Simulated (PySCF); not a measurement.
**GeH2, SMILES `[GeH2]`: what the electrons do**

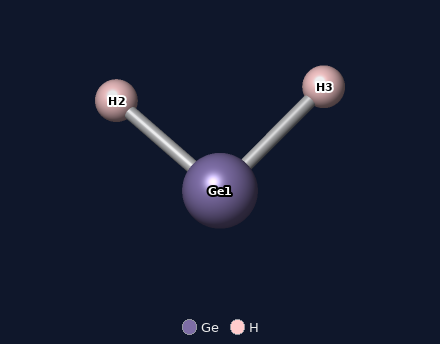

The molecule, with its atoms numbered as below. No frequency check shows the geometry to be a minimum.

Geometry (Å), atoms numbered from 1:

```
Ge1      0.0689    0.0000    0.0000
H2      -1.1026   -1.1010    0.0000
H3      -1.1025    1.1011    0.0000
```

## 1. Bonding charge

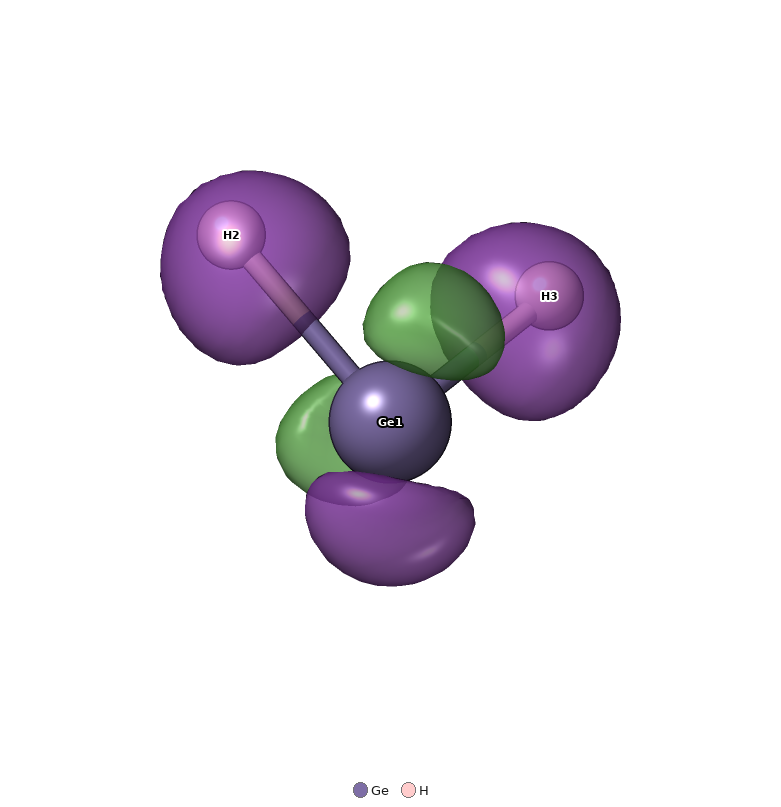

Deformation density (molecule less spherical, spin-averaged free atoms at the same positions), surfaces at ±0.1 e/Å³; purple: gain, green: loss.

PySCF calculation, CAM-B3LYP/aug-cc-pVDZ, gas phase; geometry: GFN2-xTB.

Describe the bonding that the map shows.

Answer. Ge1–H2 and Ge1–H3: +0.21 e/Å³ at the bond critical point (bond length 1.61 Å). In all, 0.8 electrons gather in the regions of gain relative to the promolecule.

Where do the Hirshfeld charges lie?

Answer. The highest Hirshfeld charge is on Ge1 (+0.25 e), the lowest on H2 and H3 (−0.13 e).

| atom | charge (e) |
| --- | --- |
| Ge1 | +0.25 |
| H2 | −0.13 |
| H3 | −0.13 |

## 2. Bond critical points

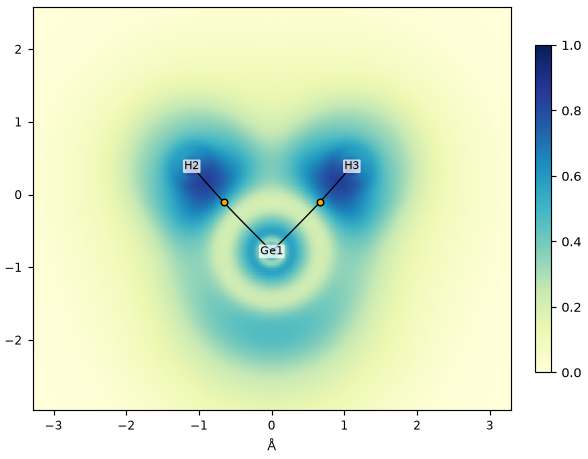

Localised orbital locator (LOL) in the molecular plane, with bond paths and bond critical points (dots).

Rank the bonds in the plane by LOL at their critical points.

Answer. Ge1–H2 and Ge1–H3: about 0.53. Values above 0.5 mark slow, localised electrons, as in shared pairs; low values at a critical point mark a polar or closed-shell contact whose critical point lies between the shells.

Where along Ge1–H2 does the critical point lie?

Answer. 0.94 Å from Ge1 and 0.67 Å from H2.

## 3. Local ionisation energy

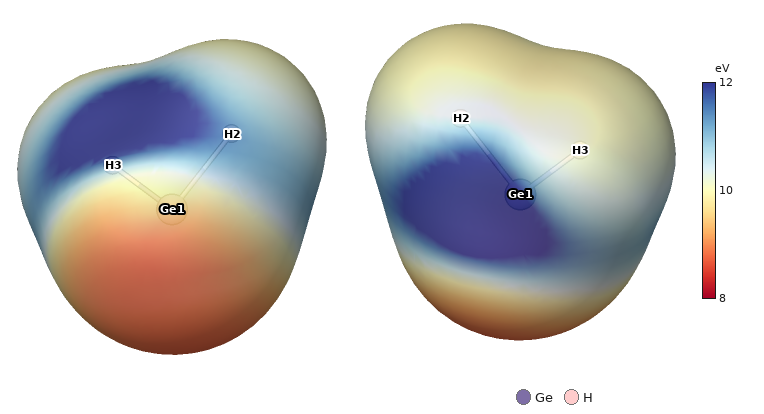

Average local ionisation energy on the surface of electron density 0.001 a.u. (back view left, front view right).

Locate the minima of the map.

Answer. The lowest value is 8.7 eV, 2.5 Å from Ge1. Further minima include 9.8 eV, near H3 (1.79 Å) and H2 (1.91 Å), over Ge1 (2.7 Å). For comparison, the highest occupied orbital lies at −8.3 eV.

## 4. In an electric field

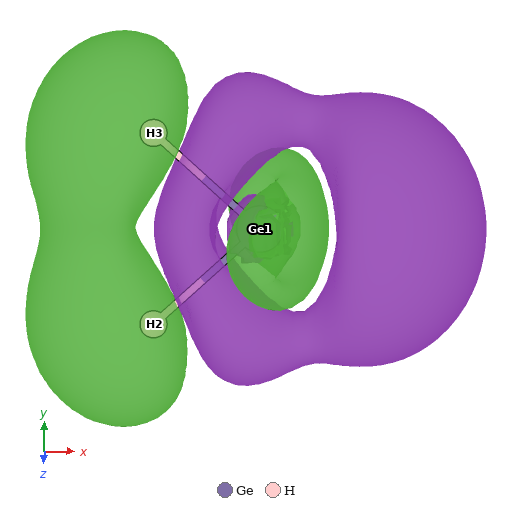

Change of the electron density in a uniform field of 0.26 V/Å, surfaces at ±0.001 e/Å³ (purple: gain, green: loss).

Computed with PySCF, HF/aug-cc-pVDZ, geometry: GFN2-xTB.

Along which Cartesian direction does the field point?

Answer. Along −x: electrons gather on the +x side, against the field.

How large is the response?

Answer. The induced dipole is 0.54 D (along the field); α along this axis, from the fields in both directions, is 42 bohr³ (6.3 Å³).

Which atoms gain and lose the most charge?

Answer. Electrons gather most on Ge1 (Hirshfeld charge changes by −0.026 e) and leave H2 and H3 alike most (+0.013 e); 0.046 electrons are displaced in all.

## 5. Removing or adding an electron

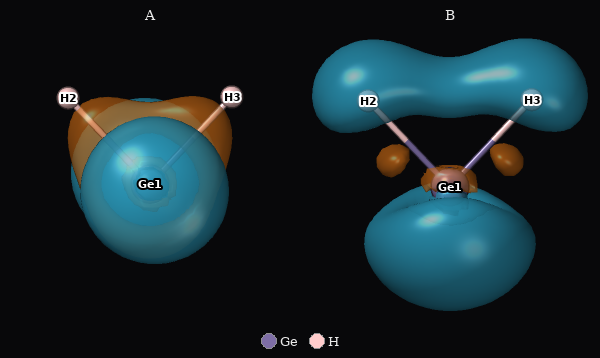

The two Fukui functions at ±0.03 e/Å³ (light blue positive, orange negative).

Method: BLYP/6-311G**; geometry: GFN2-xTB; program: PySCF. This is a single-reference result, which may miss multireference character in this system.

Which panel is f⁻ (electron removed) and which f⁺ (electron added)?

Answer. A is f⁺, B is f⁻. f⁻ (Hirshfeld-condensed) is largest on Ge1 (0.65); the vertical ionisation energy is 9.53 eV. f⁺ (Hirshfeld-condensed) is largest on Ge1 (0.81); the vertical electron affinity is 0.86 eV (the stability of the anion's solution wasn't checked; the anion's highest orbital has positive energy, so this value and f⁺ depend on the basis).

What chemical potential and hardness follow from the two energies?

Answer. μ = −(I + A)/2 = −5.20 eV and η = I − A = 8.66 eV.

## 6. Stretching a bond

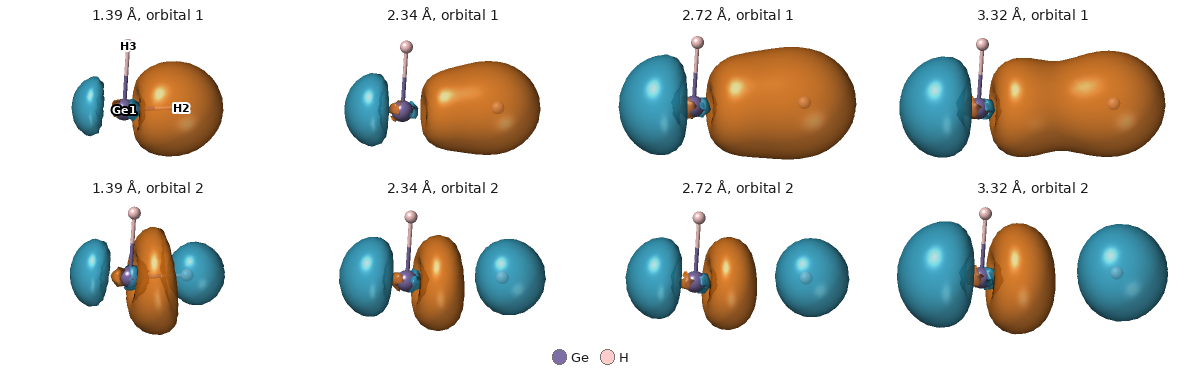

Rigid stretch of the Ge1–H2 bond. The two CASSCF(2,2) natural orbitals nearest half filling (orbital 1 the more occupied).

Level of theory: def2-SVP basis (PySCF), at a geometry from GFN2-xTB.

How do the occupations change along the stretch?

Answer. 1.39 Å: 1.98 and 0.02; 2.34 Å: 1.86 and 0.14; 2.72 Å: 1.74 and 0.26; 3.32 Å: 1.46 and 0.54. At the longest distance computed (4.23 Å) they are 1.16 and 0.84, and the effective number of unpaired electrons is 1.9.

UHF already breaks spin symmetry near equilibrium here (⟨S²⟩ = 0.16 at 1.66 Å), for reasons apart from this bond.

How much energy does the stretch cost?

Answer. By CASSCF, 2.7 eV from the lowest point of the scan (1.66 Å) to 4.23 Å; RHF gives 5.5 eV from its own lowest point. The fragments aren't relaxed and dynamic correlation is missing, so this isn't a bond dissociation energy.
